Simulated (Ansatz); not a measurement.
## Geometry relaxation of WH6F

System: WH6F, multiplicity 2.
Method: UKS PBE-D4/def2-SVP (Ansatz 0.2.0).

It belongs to a series of runs on one base structure; here: end point B relaxed. Figures and captions count atoms from 1; the log counts them from 0 in places.

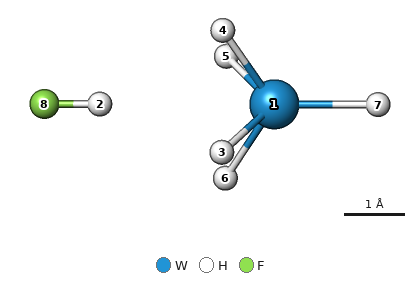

Fig. 1: The structure as given in the input (ball-and-stick view, seen at a tilt; atoms are numbered from 1 in the order of the input). Sticks mark near contacts. Bond lengths as drawn: F–H 0.93 Å and H–W 1.70 to 1.74 Å.

Key numbers:

- outcome: converged
- total energy: −4632.3262 eV
- mean-field energy: −4632.2113 eV
- ⟨S²⟩: 0.761
- largest force (length of the vector) at the end: 0.024 eV/Å
- hardware: 2 threads of Arm Neoverse V1, 24 GiB of memory available, shared host
- wall time: 12 s (CPU time 24 s)
- peak memory: 0.16 GiB

Input:
```yaml
crystal:
  periodic: [false, false, false]
  atoms:
    - { symbol: W, position_ang: [0.0, 0.0, -0.619516] }
    - { symbol: H, position_ang: [0.0, 0.0, 2.300778] }
    - { symbol: H, position_ang: [1.472421, -0.001444, 0.221557] }
    - { symbol: H, position_ang: [-0.001444, 1.472421, 0.221557] }
    - { symbol: H, position_ang: [-1.472421, 0.001444, 0.221557] }
    - { symbol: H, position_ang: [0.001445, -1.472421, 0.221557] }
    - { symbol: H, position_ang: [0.0, 0.0, -2.355064] }
    - { symbol: F, position_ang: [0.0, 0.0, 3.227572] }
magnetization:
  spin_polarized: true
  initial_magnetization: 1
basis:
  gaussian: { orbitals: def2-SVP }
hamiltonian:
  xc: pbe
  dispersion: d4
relax:
  f_tol: 0.03
  max_steps: 50
output:
  orbitals: {}
```

Launched with:
```bash
ansatz run input.yaml --threads 2 --pin off --max-ram 3072MiB --backend cpu --events-out ev --progress --plain --runs-dir out
```

The program's output:
```
The last accepted step is kept in [file] (removed where the run ends without a failure and the disk answers)
Engine: ansatz 0.2.0, aarch64-unknown-linux-gnu
Functional definition: PBE
  parameter kappa = 0.804
  parameter beta = 0.06672455060314922
  exchange = pbe_x(kappa = kappa, mu = beta*pi^2/3)
  correlation = pbe_c(beta = beta)
803 factors; their error is unknown
mean field evaluation 1: about -4629.8537 eV, gradient 2.5e1 eV
mean field evaluation 2: about -4627.5035 eV, gradient 3.8e1 eV
mean field evaluation 4: about -4632.1540 eV, gradient 4.1e0 eV
mean field evaluation 8: about -4632.2510 eV, gradient 6.1e-2 eV
mean field evaluation 16: about -4632.2106 eV, gradient 4.7e-5 eV
mean field -4632.21062468 eV, -170.2306006318 hartree, gradient 5.3e-6 eV, S^2 0.761113; 1 other end points of the search recorded, 0 dependent functions left out
the calculation of the forces begins
reference -4632.21067767 eV, -170.2306025791 hartree; 15, 14 occupied and 61, 62 virtual orbitals, 803 factors
relax step   1: F+E_penalty+E_count = -4632.32440364 eV  Δ(F+E_penalty+E_count) = +0.000e0 eV  max|allowed force component| = 3.384e-1 eV/Å  Δτ_max = 0.0000 Å  (83 SCF iters, accepted)
these checks for a lower state are left out or cut short: starts, cluster_reference, orbital_swaps, neighbouring_geometries, increment
803 factors; their error is unknown
mean field evaluation 32: about -4632.2474 eV, gradient 2.2e0 eV
mean field -4632.20925216 eV, -170.2305501926 hartree, gradient 1.5e-5 eV, S^2 0.761113; 0 other end points of the search recorded, 0 dependent functions left out
the calculation of the forces begins
reference -4632.20930568 eV, -170.2305521595 hartree; 15, 14 occupied and 61, 62 virtual orbitals, 803 factors
relax step   2: F+E_penalty+E_count = -4632.32507865 eV  Δ(F+E_penalty+E_count) = -6.750e-4 eV  max|allowed force component| = 1.063e-1 eV/Å  Δτ_max = 0.0894 Å  (33 SCF iters, accepted)
these checks for a lower state are left out or cut short: starts, cluster_reference, orbital_swaps, neighbouring_geometries, increment
803 factors; their error is unknown
mean field -4632.21120108 eV, -170.2306218141 hartree, gradient 1.4e-5 eV, S^2 0.761133; 0 other end points of the search recorded, 0 dependent functions left out
the calculation of the forces begins
reference -4632.21125430 eV, -170.2306237699 hartree; 15, 14 occupied and 61, 62 virtual orbitals, 803 factors
relax step   3: F+E_penalty+E_count = -4632.32605576 eV  Δ(F+E_penalty+E_count) = -9.771e-4 eV  max|allowed force component| = 6.840e-2 eV/Å  Δτ_max = 0.0413 Å  (35 SCF iters, accepted)
these checks for a lower state are left out or cut short: starts, cluster_reference, orbital_swaps, neighbouring_geometries, increment
803 factors; their error is unknown
mean field -4632.21120674 eV, -170.2306220223 hartree, gradient 6.6e-5 eV, S^2 0.761139; 0 other end points of the search recorded, 0 dependent functions left out
the calculation of the forces begins
reference -4632.21125994 eV, -170.2306239773 hartree; 15, 14 occupied and 61, 62 virtual orbitals, 803 factors
relax step   4: F+E_penalty+E_count = -4632.32610827 eV  Δ(F+E_penalty+E_count) = -5.251e-5 eV  max|allowed force component| = 2.417e-2 eV/Å  Δτ_max = 0.0024 Å  (26 SCF iters, accepted)
803 factors; their error is unknown
mean field evaluation 64: about -4632.2112 eV, gradient 7.2e-2 eV
```

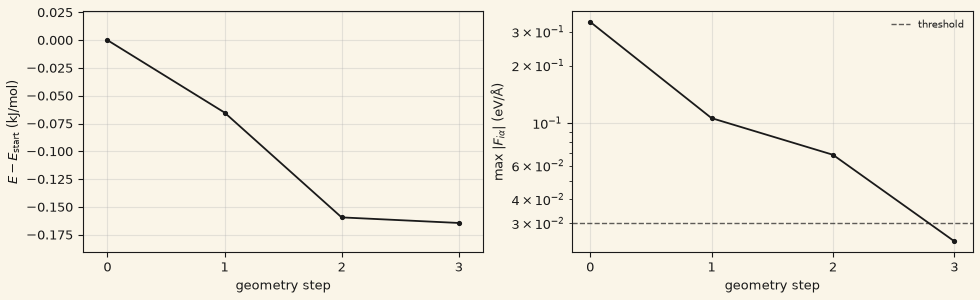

Fig. 2: Progress of the relaxation, step by step (the first geometry is step 0 here and step 1 in the log).

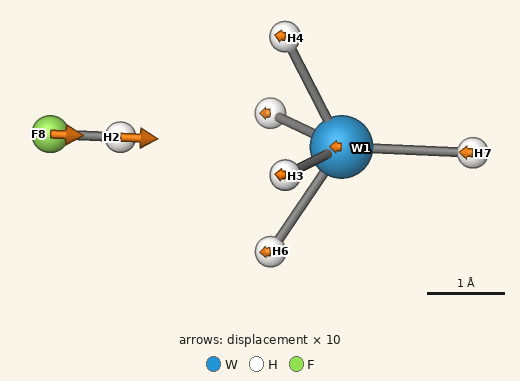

Fig. 3: The starting structure with the displacements as orange arrows, magnified 10 times (ball-and-stick view, seen at a tilt). The two geometries are laid on each other by the best rigid fit. After 3 geometry steps the energy has fallen by 0.16 kJ/mol. The largest force component goes from 0.34 to 0.024 eV/Å. H2 moves most after the best rigid fit: 0.051 Å. Largest moves by element: H 0.051 Å, F 0.045 Å, W 0.017 Å. Among the contacts that change: H2–F8 0.927 → 0.932 Å. (Atoms are counted from 1 in the order of the input.)

```
mean field -4632.21120674 eV, -170.2306220223 hartree, gradient 6.6e-5 eV, S^2 0.761139; 2 other end points of the search recorded, 0 dependent functions left out
the calculation of the forces begins
reference -4632.21125994 eV, -170.2306239773 hartree; 15, 14 occupied and 61, 62 virtual orbitals, 803 factors
Total energy: -4632.32616147 eV, -170.2348465306 hartree
Atom 0 at     0.000000     0.000000    -0.602832 Å, force    -0.000000    -0.000000    -0.002257 eV/Å
Atom 1 at     0.000000    -0.000000     2.249890 Å, force     0.000000    -0.000000    -0.024170 eV/Å
Atom 2 at     1.474623     0.000088     0.236604 Å, force    -0.001364    -0.000153     0.001054 eV/Å
Atom 3 at     0.000088     1.474623     0.236604 Å, force    -0.000152    -0.001364     0.001054 eV/Å
Atom 4 at    -1.474623    -0.000088     0.236604 Å, force     0.001364     0.000153     0.001054 eV/Å
Atom 5 at    -0.000087    -1.474623     0.236604 Å, force     0.000152     0.001364     0.001054 eV/Å
Atom 6 at    -0.000000    -0.000000    -2.335684 Å, force     0.000000    -0.000000    -0.000999 eV/Å
Atom 7 at     0.000000     0.000000     3.182209 Å, force    -0.000000     0.000000     0.023210 eV/Å
Dipole moment:     0.000000     0.000000    -0.749350 e Å
```

Trajectory as extended XYZ (Å, eV, eV/Å), 4 frames, from step=1 to step=4:
```
8
Properties=species:S:1:pos:R:3:forces:R:3 step=1 energy=-4632.32440
W     0.0000    0.0000   -0.6195    0.0000   0.0000  -0.0173
H     0.0000    0.0000    2.3008    0.0000   0.0000  -0.3384
H     1.4724   -0.0014    0.2216    0.0178   0.0025   0.0007
H    -0.0014    1.4724    0.2216    0.0025   0.0178   0.0007
H    -1.4724    0.0014    0.2216   -0.0178  -0.0025   0.0007
H     0.0014   -1.4724    0.2216   -0.0025  -0.0178   0.0007
H     0.0000    0.0000   -2.3551    0.0000   0.0000   0.0320
F     0.0000    0.0000    3.2276    0.0000   0.0000   0.3209
8
Properties=species:S:1:pos:R:3:forces:R:3 step=2 energy=-4632.32508
W     0.0000    0.0000   -0.5856    0.0000   0.0000  -0.1063
H     0.0000    0.0000    2.2113    0.0000   0.0000  -0.0784
H     1.4788    0.0009    0.2473   -0.0185  -0.0016   0.0235
H     0.0009    1.4788    0.2473   -0.0016  -0.0185   0.0235
H    -1.4788   -0.0009    0.2473    0.0185   0.0016   0.0235
H    -0.0009   -1.4788    0.2473    0.0016   0.0185   0.0235
H     0.0000    0.0000   -2.3175    0.0000   0.0000  -0.0061
F     0.0000    0.0000    3.1426    0.0000   0.0000   0.0968
8
Properties=species:S:1:pos:R:3:forces:R:3 step=3 energy=-4632.32606
W     0.0000    0.0000   -0.6031    0.0000   0.0000  -0.0062
H     0.0000    0.0000    2.2523    0.0000   0.0000  -0.0684
H     1.4752    0.0001    0.2356   -0.0039  -0.0001   0.0031
H     0.0001    1.4752    0.2356   -0.0001  -0.0039   0.0031
H    -1.4752   -0.0001    0.2356    0.0039   0.0001   0.0031
H    -0.0001   -1.4752    0.2356    0.0001   0.0039   0.0031
H     0.0000    0.0000   -2.3356    0.0000   0.0000  -0.0047
F     0.0000    0.0000    3.1838    0.0000   0.0000   0.0670
8
Properties=species:S:1:pos:R:3:forces:R:3 step=4 energy=-4632.32611
W     0.0000    0.0000   -0.6028    0.0000   0.0000  -0.0023
H     0.0000    0.0000    2.2499    0.0000   0.0000  -0.0242
H     1.4746    0.0001    0.2366   -0.0014  -0.0002   0.0011
H     0.0001    1.4746    0.2366   -0.0002  -0.0014   0.0011
H    -1.4746   -0.0001    0.2366    0.0014   0.0002   0.0011
H    -0.0001   -1.4746    0.2366    0.0002   0.0014   0.0011
H     0.0000    0.0000   -2.3357    0.0000   0.0000  -0.0010
F     0.0000    0.0000    3.1822    0.0000   0.0000   0.0232
```

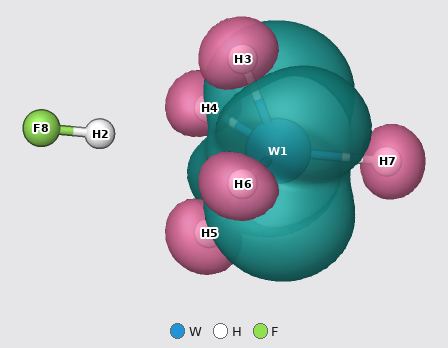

Fig. 4: Isosurfaces of the spin density (α minus β) at +0.008 (teal) and −0.008 e/Å³ (pink), seen at a tilt. The unpaired spin (1 electron) lies mostly on W1 (about 1.0), in electrons by Hirshfeld's partition.

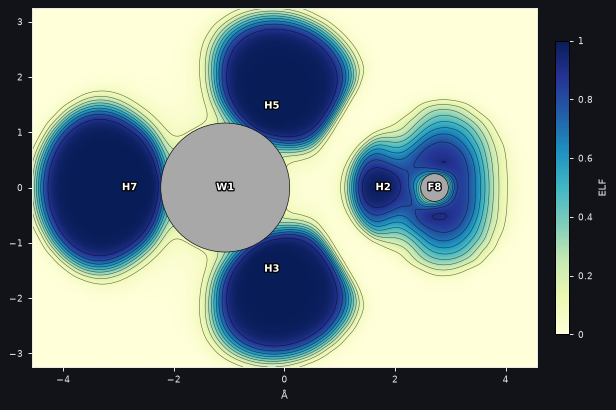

Fig. 5: ELF on the plane of atoms H3, W1 and H5. Grey discs, where drawn, cover atomic cores. The section cuts through W, H and F sites. F–H (0.93 Å): the ELF climbs to about 1 towards the hydrogen, as it does in any bond to H (a covalent bond by its length). W–H (1.70 Å): the ELF climbs to about 1 towards the hydrogen.

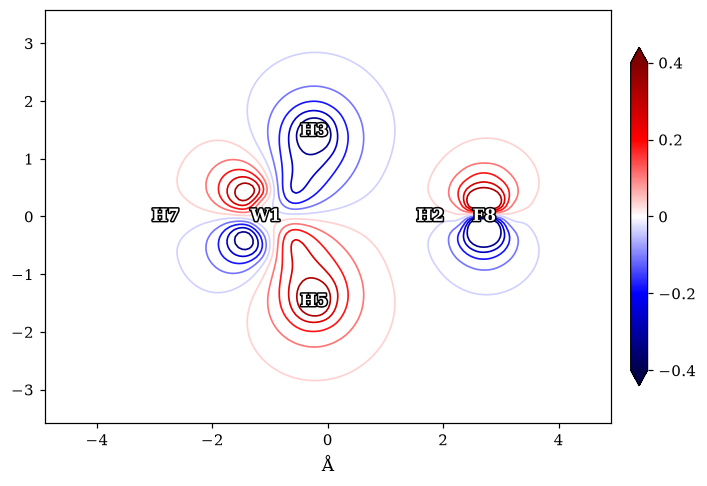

Fig. 6: The HOMO (β) on the plane of atoms H3, W1 and H7 (values in Å⁻³ᐟ²; the overall sign is arbitrary). It lies mainly on W1 (40 %), F8 (20 %), H3 (10 %), H4 (10 %) and H5 (10 %). Its energy is −8.05 eV.
